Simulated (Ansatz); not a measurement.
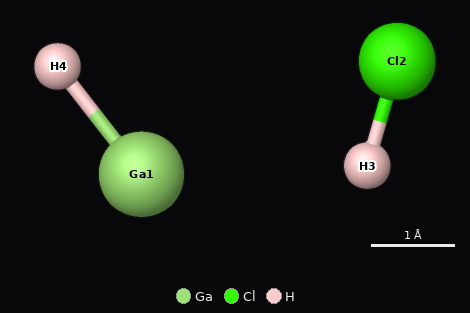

Fig. 1: The starting structure (ball-and-stick view, seen on its broad side; atoms are numbered from 1 in the order of the input). Sticks mark near contacts.

# Run report: GaH2Cl, geometry relaxation

GaH2Cl, computed with RKS r2SCAN/def2-SVP (Ansatz 0.2.0).

It belongs to a series of runs on one base structure; here: end point B relaxed. Figures and captions count atoms from 1; the log counts them from 0 in places.

## Input file
```yaml
crystal:
  periodic: [false, false, false]
  atoms:
    - { symbol: Ga, position_ang: [-0.163785, 0.0, -0.971482] }
    - { symbol: Cl, position_ang: [1.74123, 0.0, 1.894929] }
    - { symbol: H, position_ang: [2.109509, 0.0, 0.610509] }
    - { symbol: H, position_ang: [-1.729354, 0.0, -0.403757] }
basis:
  gaussian: { orbitals: def2-SVP }
hamiltonian:
  xc: r2scan
relax:
  f_tol: 0.03
  max_steps: 50
output:
  orbitals: {}
```

Launch command:
```bash
ansatz run input.yaml --threads 1 --pin off --max-ram 2048MiB --backend cpu --events-out ev --progress --plain --runs-dir out
```

## What the program printed
```
The last accepted step is kept in [file] (removed where the run ends without a failure and the disk answers)
Engine: ansatz 0.2.0, x86_64-unknown-linux-gnu
Functional definition: r2SCAN
  parameter k0 = 0.174
  parameter k1 = 0.065
  parameter a1 = 4.9479
  exchange = r2scan_x(k0 = k0, k1 = k1, a1 = a1)
  correlation = r2scan_c
666 factors; their error is unknown
mean field evaluation 1: about -64919.7864 eV, gradient 1.8e1 eV
mean field evaluation 2: about -64919.6924 eV, gradient 2.2e1 eV
mean field evaluation 4: about -64920.5094 eV, gradient 4.7e-1 eV
mean field evaluation 8: about -64920.4735 eV, gradient 6.0e-2 eV
mean field evaluation 16: about -64920.4735 eV, gradient 2.0e-5 eV
mean field -64920.47352886 eV, -2385.7833975081 hartree, gradient 2.0e-5 eV, S^2 0.000000; 0 other end points of the search recorded, 0 dependent functions left out
the calculation of the forces begins
reference -64920.47353806 eV, -2385.7833978464 hartree; 25, 25 occupied and 35, 35 virtual orbitals, 666 factors
relax step   1: F+E_penalty+E_count = -64920.47352886 eV  Δ(F+E_penalty+E_count) = +0.000e0 eV  max|allowed force component| = 1.069e0 eV/Å  Δτ_max = 0.0000 Å  (27 SCF iters, accepted)
these checks for a lower state are left out or cut short: starts, cluster_reference, orbital_swaps, neighbouring_geometries, increment
666 factors; their error is unknown
mean field -64920.50581484 eV, -2385.7845839960 hartree, gradient 2.0e-5 eV, S^2 0.000000; 0 other end points of the search recorded, 0 dependent functions left out
the calculation of the forces begins
reference -64920.50582397 eV, -2385.7845843316 hartree; 25, 25 occupied and 35, 35 virtual orbitals, 666 factors
relax step   2: F+E_penalty+E_count = -64920.50581484 eV  Δ(F+E_penalty+E_count) = -3.229e-2 eV  max|allowed force component| = 2.803e-1 eV/Å  Δτ_max = 0.1935 Å  (28 SCF iters, accepted)
these checks for a lower state are left out or cut short: starts, cluster_reference, orbital_swaps, neighbouring_geometries, increment
666 factors; their error is unknown
mean field evaluation 32: about -64920.5159 eV, gradient 9.5e-6 eV
mean field -64920.51593736 eV, -2385.7849559918 hartree, gradient 9.5e-6 eV, S^2 0.000000; 0 other end points of the search recorded, 0 dependent functions left out
the calculation of the forces begins
reference -64920.51594643 eV, -2385.7849563251 hartree; 25, 25 occupied and 35, 35 virtual orbitals, 666 factors
relax step   3: F+E_penalty+E_count = -64920.51593736 eV  Δ(F+E_penalty+E_count) = -1.012e-2 eV  max|allowed force component| = 1.758e-1 eV/Å  Δτ_max = 0.1944 Å  (29 SCF iters, accepted)
these checks for a lower state are left out or cut short: starts, cluster_reference, orbital_swaps, neighbouring_geometries, increment
666 factors; their error is unknown
mean field -64920.51672908 eV, -2385.7849850871 hartree, gradient 6.6e-5 eV, S^2 0.000000; 0 other end points of the search recorded, 0 dependent functions left out
the calculation of the forces begins
reference -64920.51673813 eV, -2385.7849854196 hartree; 25, 25 occupied and 35, 35 virtual orbitals, 666 factors
relax step   4: F+E_penalty+E_count = -64920.51672908 eV  Δ(F+E_penalty+E_count) = -7.917e-4 eV  max|allowed force component| = 1.131e-1 eV/Å  Δτ_max = 0.0363 Å  (24 SCF iters, accepted)
these checks for a lower state are left out or cut short: starts, cluster_reference, orbital_swaps, neighbouring_geometries, increment
666 factors; their error is unknown
mean field -64920.51730016 eV, -2385.7850060737 hartree, gradient 5.8e-5 eV, S^2 0.000000; 0 other end points of the search recorded, 0 dependent functions left out
the calculation of the forces begins
reference -64920.51730921 eV, -2385.7850064064 hartree; 25, 25 occupied and 35, 35 virtual orbitals, 666 factors
relax step   5: F+E_penalty+E_count = -64920.51730016 eV  Δ(F+E_penalty+E_count) = -5.711e-4 eV  max|allowed force component| = 1.974e-2 eV/Å  Δτ_max = 0.0123 Å  (27 SCF iters, accepted)
```

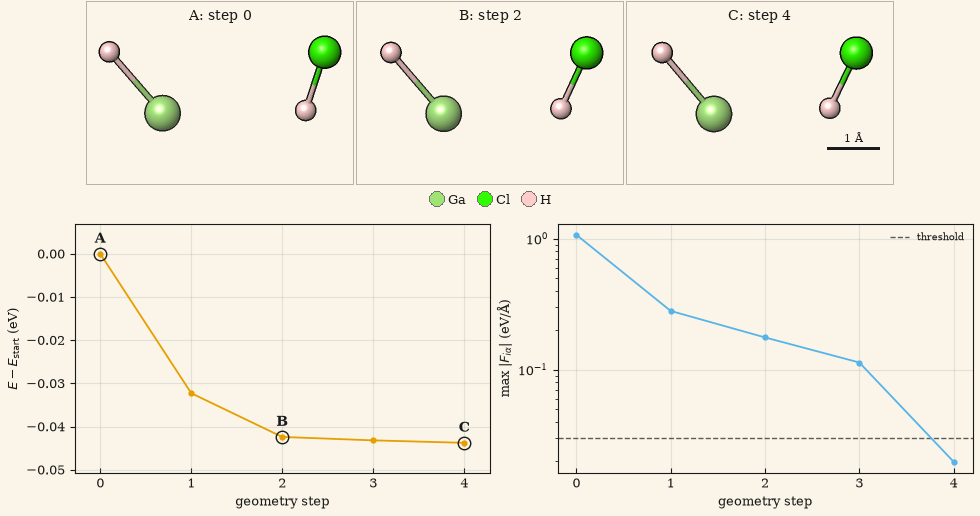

Fig. 2: Frames of the relaxation (ball-and-stick view, seen at a tilt) above the curves, on which the letters mark them (the first geometry is step 0 here and step 1 in the log).

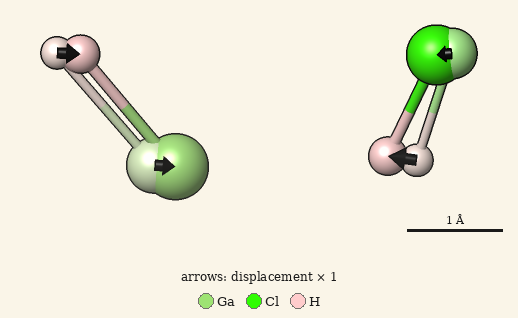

Fig. 3: Start (faint) and end (solid) with the displacements as black arrows, at true length (ball-and-stick view, seen at a tilt). The two geometries are laid on each other by the best rigid fit. The atom that moves furthest after the best rigid fit is H3 (0.31 Å). Largest moves by element: H 0.31 Å, Ga 0.22 Å, Cl 0.16 Å. Among the contacts that change: Ga1–H4 1.665 → 1.651 Å, Cl2–H3 1.336 → 1.325 Å. The energy falls by 0.044 eV in 4 geometry steps. The largest force component goes from 1.1 to 0.02 eV/Å. (Atoms are counted from 1 in the order of the input.)

```
666 factors; their error is unknown
mean field -64920.51730016 eV, -2385.7850060737 hartree, gradient 5.8e-5 eV, S^2 0.000000; 1 other end points of the search recorded, 0 dependent functions left out
the calculation of the forces begins
reference -64920.51730921 eV, -2385.7850064064 hartree; 25, 25 occupied and 35, 35 virtual orbitals, 666 factors
Total energy: -64920.51730921 eV, -2385.7850064064 hartree
Atom 0 at     0.031309     0.000000    -0.865732 Å, force    -0.004217    -0.000000    -0.019741 eV/Å
Atom 1 at     1.612680     0.000000     1.793215 Å, force    -0.006138    -0.000000    -0.004315 eV/Å
Atom 2 at     1.826809    -0.000000     0.485510 Å, force     0.003581     0.000000     0.010912 eV/Å
Atom 3 at    -1.513199    -0.000000    -0.282795 Å, force     0.006775     0.000000     0.013145 eV/Å
Dipole moment:     0.028338     0.000000    -0.230065 e Å
```

## Trajectory as extended XYZ (Å, eV, eV/Å), 5 frames, from step=1 to step=5
```
4
Properties=species:S:1:pos:R:3:forces:R:3 step=1 energy=-64920.47353
Ga   -0.1638    0.0000   -0.9715    0.0475   0.0000   0.0738
Cl    1.7412    0.0000    1.8949    0.2373   0.0000  -1.0688
H     2.1095    0.0000    0.6105   -0.3197   0.0000   0.9868
H    -1.7294    0.0000   -0.4038    0.0349   0.0000   0.0082
4
Properties=species:S:1:pos:R:3:forces:R:3 step=2 energy=-64920.50581
Ga   -0.0449    0.0000   -0.8626   -0.0436   0.0000  -0.1266
Cl    1.5869    0.0000    1.7783    0.1031   0.0000  -0.2202
H     2.0376    0.0000    0.5424   -0.1392   0.0000   0.2803
H    -1.6220    0.0000   -0.3279    0.0796   0.0000   0.0665
4
Properties=species:S:1:pos:R:3:forces:R:3 step=3 energy=-64920.51594
Ga    0.0231    0.0000   -0.8638   -0.0470   0.0000  -0.0009
Cl    1.6175    0.0000    1.7986    0.0284   0.0000  -0.1742
H     1.8507    0.0000    0.4890   -0.0527   0.0000   0.1758
H    -1.5337    0.0000   -0.2935    0.0713   0.0000  -0.0008
4
Properties=species:S:1:pos:R:3:forces:R:3 step=4 energy=-64920.51673
Ga    0.0345    0.0000   -0.8611   -0.0033   0.0000  -0.0351
Cl    1.6199    0.0000    1.7926   -0.0254   0.0000   0.1131
H     1.8145    0.0000    0.4852    0.0347   0.0000  -0.0974
H    -1.5113    0.0000   -0.2864   -0.0061   0.0000   0.0194
4
Properties=species:S:1:pos:R:3:forces:R:3 step=5 energy=-64920.51730
Ga    0.0313    0.0000   -0.8657   -0.0042   0.0000  -0.0197
Cl    1.6127    0.0000    1.7932   -0.0061   0.0000  -0.0043
H     1.8268    0.0000    0.4855    0.0036   0.0000   0.0109
H    -1.5132    0.0000   -0.2828    0.0068   0.0000   0.0131
```

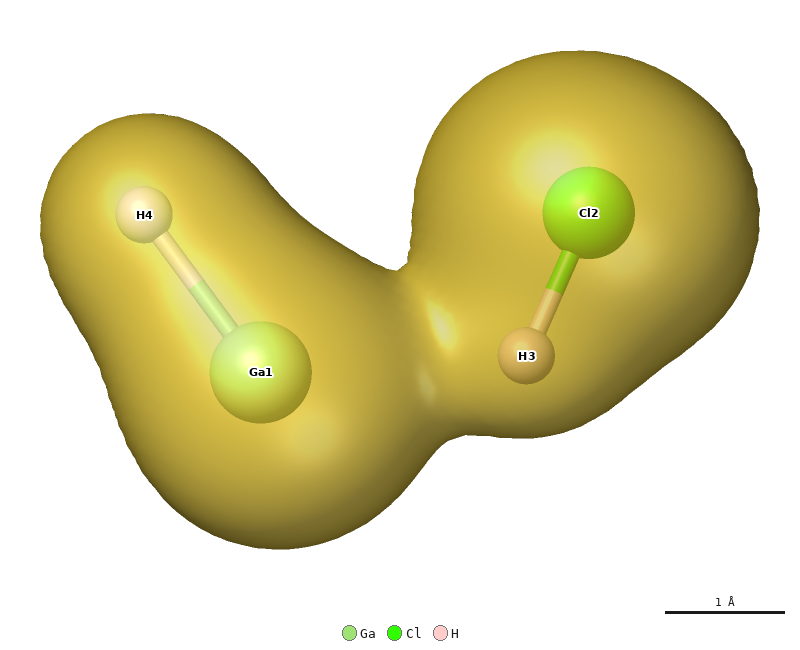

Fig. 4: Isosurface of the total electron density at 0.1 e/Å³ (yellow), seen face on. At this value the surface is in one piece. On the grid the lowest density along these lines, outside the cores, is 0.19 e/Å³ (Ga···H, 2.25 Å), 1.5 e/Å³ (Cl–H, 1.33 Å) and 0.68 e/Å³ (Ga–H, 1.65 Å).

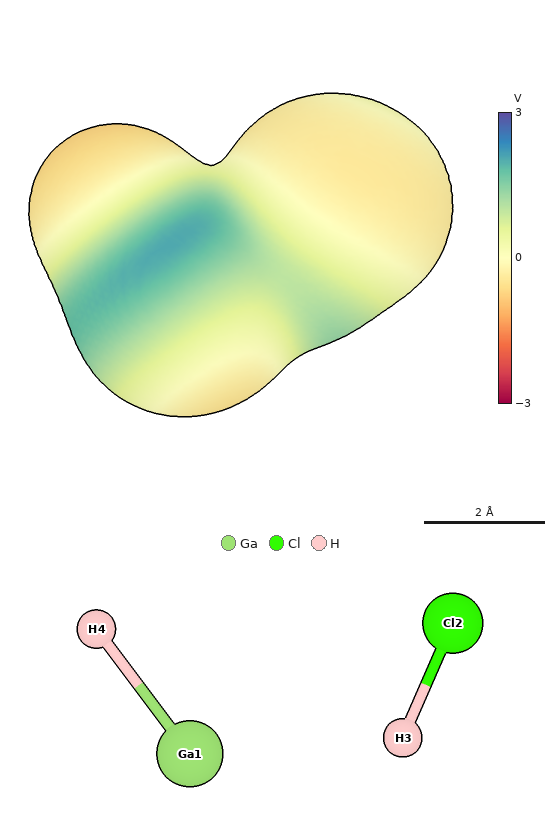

Fig. 5: The molecular electrostatic potential painted on the density surface at 0.002 e/bohr³, seen face on; red is negative and blue positive. The bare structure is drawn below in the same view. A positive charge is drawn to the negative regions and a negative charge to the positive ones.

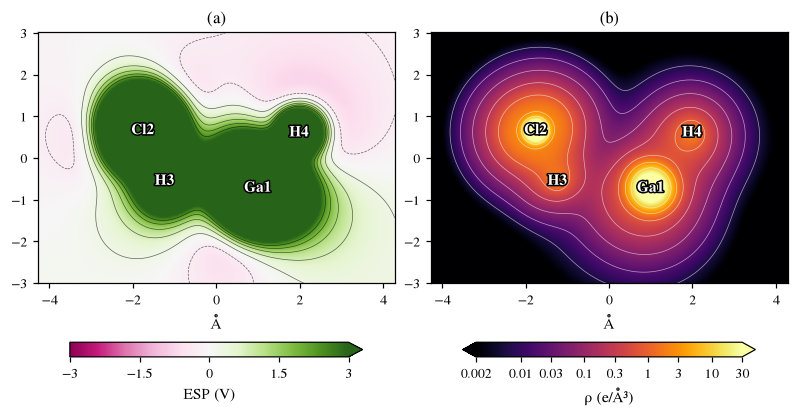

Fig. 6: (a) molecular electrostatic potential; (b) total electron density on the molecular plane. Atoms in the plane: Ga, Cl and H. Ga1···H3 (2.25 Å): ρ is about 0.26 e/Å³ halfway, with its minimum of 0.19 e/Å³ about 1.4 Å from Ga (a non-bonded, intermolecular contact). Cl–H (1.33 Å): ρ is about 1.8 e/Å³ halfway, with its minimum of 1.5 e/Å³ about 1.0 Å from Cl. Ga–H (1.65 Å): ρ at the midpoint is about 0.8 e/Å³, with its minimum of 0.68 e/Å³ about 1.0 Å from Ga.

## Key numbers

| quantity | value |
| --- | --- |
| outcome | converged |
| total energy | −64920.5173 eV |
| mean-field energy | −64920.5173 eV |
| largest force (length of the vector) at the end | 0.020 eV/Å |
| hardware | 1 thread of Intel Xeon @ 2.50GHz (Skylake/Cascade Lake), 32 GiB of memory available, shared host |
| wall time | 18 s |
| peak memory | 0.14 GiB |
